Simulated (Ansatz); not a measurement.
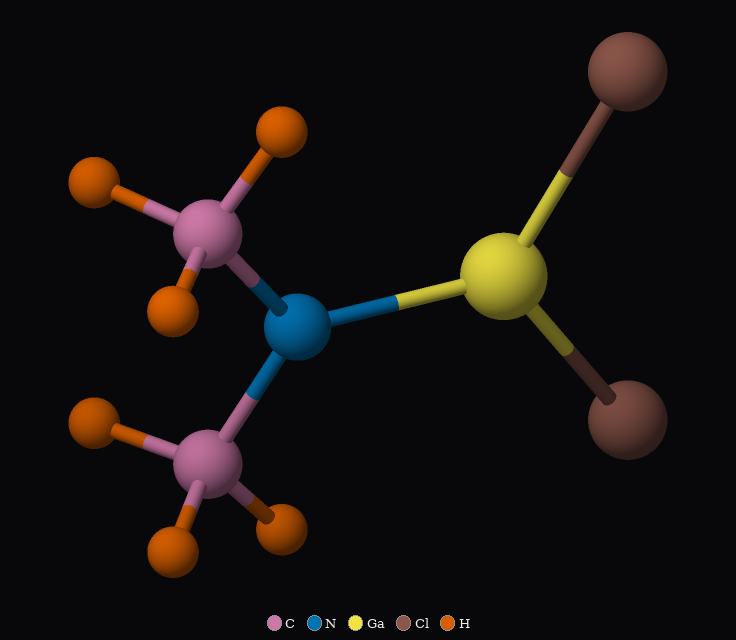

Rendered structure (ball-and-stick style). Every bond is drawn as one stick, whatever its order.

Computed geometry: PBE0-D4/def2-TZVP optimisation.

**Count the atoms of each element.**

C2H6Cl2GaN, 12 atoms: 2 carbon, 6 hydrogen, 2 chlorine, 1 gallium and 1 nitrogen.

**How many bonds of each kind are drawn?**

6 C–H, 2 C–N, 2 Cl–Ga, 1 Ga–N.

**How many atoms are distinct by symmetry?**

6: 2 C, 1 N, 1 Ga, 2 Cl, 4 H, 2 H.

**Give a SMILES string for it.**

C[N](C)[Ga]([Cl])[Cl]

**What is the point group of this geometry?**

C2v.

The parts below concern this one geometry. Atoms keep their numbers from picture to picture.

**Shape**

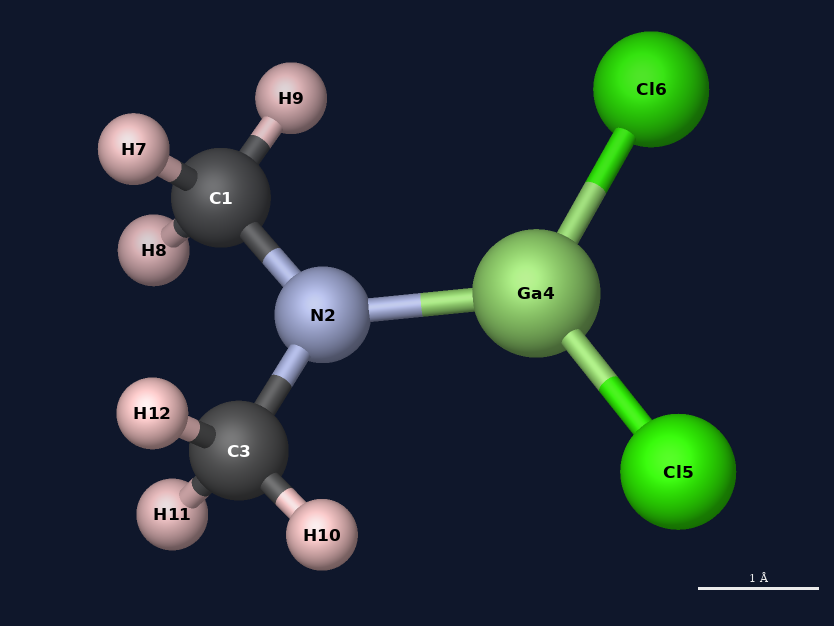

The atoms are numbered.

List the bonds and their lengths.

| bond | length (Å) |
| --- | --- |
| C1–N2 | 1.442 |
| C1–H7 | 1.098 |
| C1–H8 | 1.098 |
| C1–H9 | 1.091 |
| N2–C3 | 1.442 |
| N2–Ga4 | 1.797 |
| C3–H10 | 1.091 |
| C3–H11 | 1.098 |
| C3–H12 | 1.098 |
| Ga4–Cl5 | 2.127 |
| Ga4–Cl6 | 2.127 |

**Thermal motion**

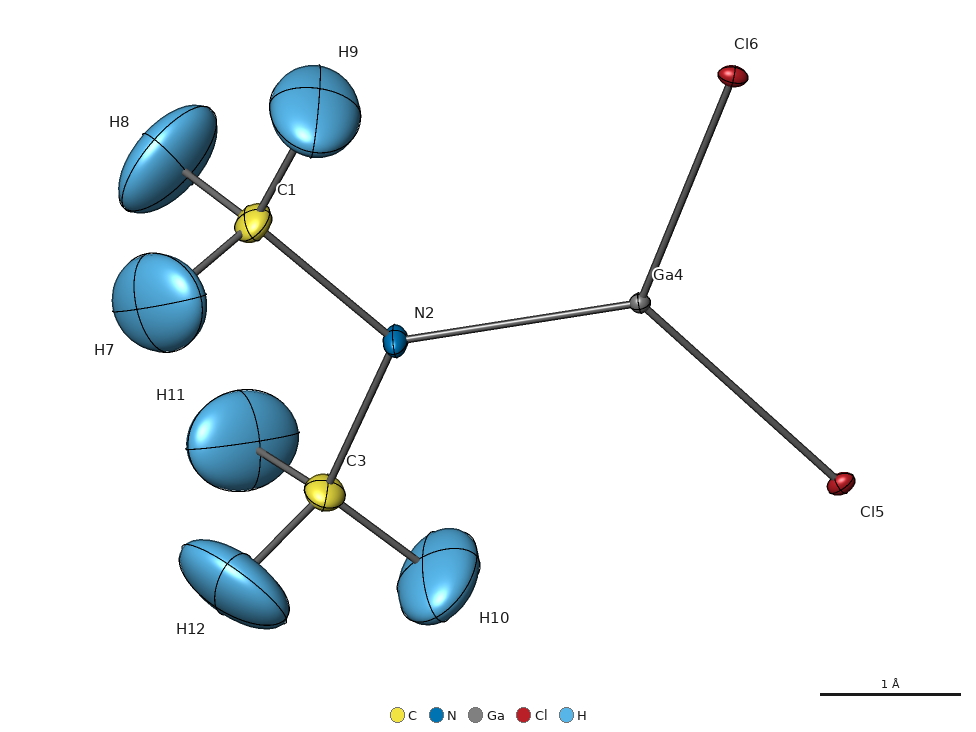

Displacement ellipsoids at the 50 % level, enlarged 1.5 times, from the internal vibrations of the free molecule (harmonic, no overall translation or rotation; no half-axis is drawn under 0.075 Å). Vibrations computed with RKS PBE0-D4/def2-TZVP (Ansatz 0.2.0). Temperature: 0 K (zero-point motion alone).

List U_eq and the three principal root-mean-square amplitudes for each kind of atom.

```
            atom  U_eq (Å²)   rms amplitudes (Å)
          C1, C3     0.0041  0.045, 0.064, 0.078
              N2     0.0026  0.038, 0.041, 0.069
             Ga4    0.00077  0.023, 0.025, 0.034
        Cl5, Cl6     0.0015  0.034, 0.034, 0.047
H7, H8, H11, H12     0.0247  0.093, 0.156, 0.203
         H9, H10     0.0247  0.088, 0.142, 0.215
```

**Levels of theory compared**

Program: Ansatz 0.2.0.

Tabulate HOMO energy (eV) at these levels: B3LYP-D4/def2-TZVPP; BLYP-D4/def2-TZVPP; HSE06 (plane-wave form)-D4/def2-TZVPP; PBE-D4/def2-TZVPP; PBE0-D4/def2-QZVPP; PBE0-D4/def2-SVP; r2SCAN0-D4/def2-TZVPP; revPBE-D4/def2-TZVPP; ωB97M-V/def2-QZVPP; ωB97M-V/def2-SVP; ωB97X-V/def2-TZVPP.

```json
{"level": "B3LYP-D4/def2-TZVPP", "HOMO energy (eV)": "−6.67"}
{"level": "BLYP-D4/def2-TZVPP", "HOMO energy (eV)": "−5.51"}
{"level": "HSE06 (plane-wave form)-D4/def2-TZVPP", "HOMO energy (eV)": "−6.47"}
{"level": "PBE-D4/def2-TZVPP", "HOMO energy (eV)": "−5.62"}
{"level": "PBE0-D4/def2-QZVPP", "HOMO energy (eV)": "−6.90"}
{"level": "PBE0-D4/def2-SVP", "HOMO energy (eV)": "−6.77"}
{"level": "r2SCAN0-D4/def2-TZVPP", "HOMO energy (eV)": "−7.04"}
{"level": "revPBE-D4/def2-TZVPP", "HOMO energy (eV)": "−5.56"}
{"level": "ωB97M-V/def2-QZVPP", "HOMO energy (eV)": "−9.18"}
{"level": "ωB97M-V/def2-SVP", "HOMO energy (eV)": "−9.02"}
{"level": "ωB97X-V/def2-TZVPP", "HOMO energy (eV)": "−9.23"}
```

**Dipole moment**

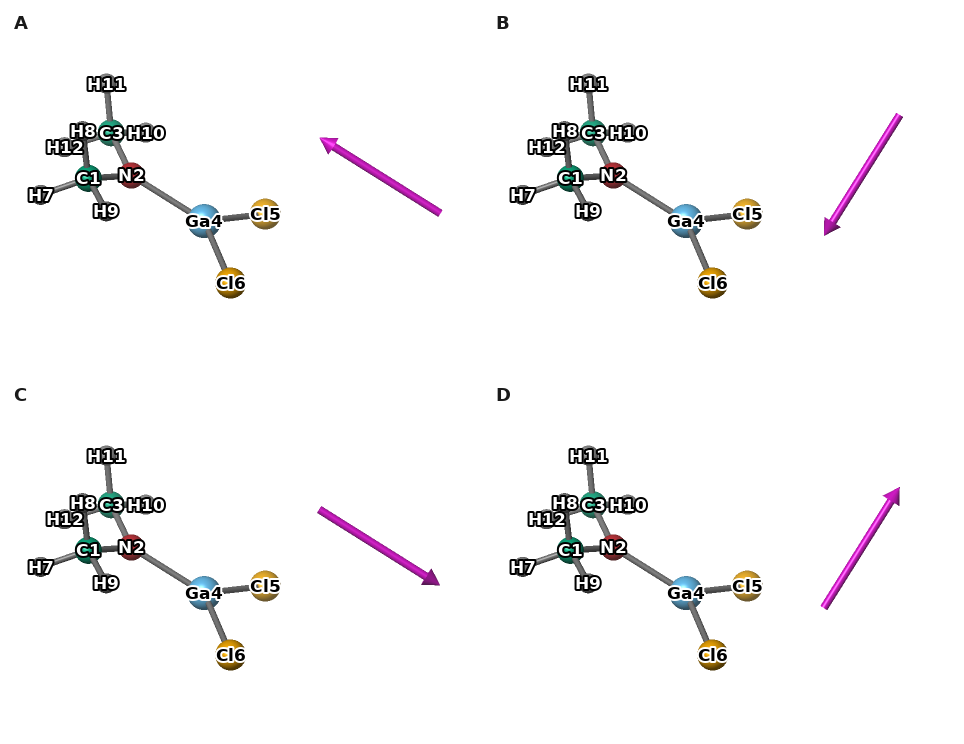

The same molecule four times, each with an arrow. Level of theory: RKS PBE0-D4/def2-TZVP (Ansatz 0.2.0).

**Which arrow points along the dipole moment, from the negative to the positive end?**

A. The dipole moment is 2.62 D; it points from the side of Cl5, Cl6 to the side of H7, H8, H11, H12 (the outermost atoms at the two ends).
